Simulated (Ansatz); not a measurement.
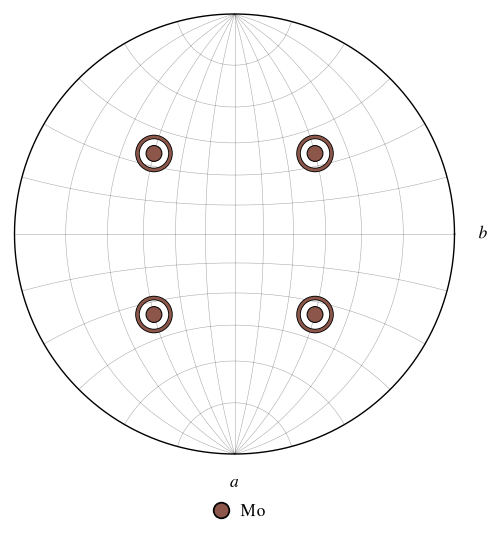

Directions from one molybdenum atom at (0, 0, 0) to its bonded neighbours, in stereographic projection down c (filled: above the plane of the page or in it, open: below). Crystal: Mo, the input geometry of an electronic-structure calculation (not necessarily at equilibrium). Symmetry computed with spglib at a tolerance of 0.002 Å; standard conventional cell.

Neighbours are counted up to 3.06 Å for Mo.

```
CELL_PARAMETERS angstrom
3.15000 0.00000 0.00000
0.00000 3.15000 0.00000
0.00000 0.00000 3.15000
ATOMIC_POSITIONS crystal
Mo 0.00000 0.00000 0.00000
Mo 0.50000 0.50000 0.50000
```

Question: How many neighbours are there, and at what angles?

Answer: 8: 8 Mo at 2.73 Å. Angles between bonds: 71° (12×), 109° (12×), 180° (4×).

Question: What is the site's symmetry in the crystal?

Answer: Point group m-3m (Oh), order 48: three fourfold axes, four threefold axes, six twofold axes, nine mirror planes, an inversion centre. In Im-3m, No. 229 this is Wyckoff position 2a.
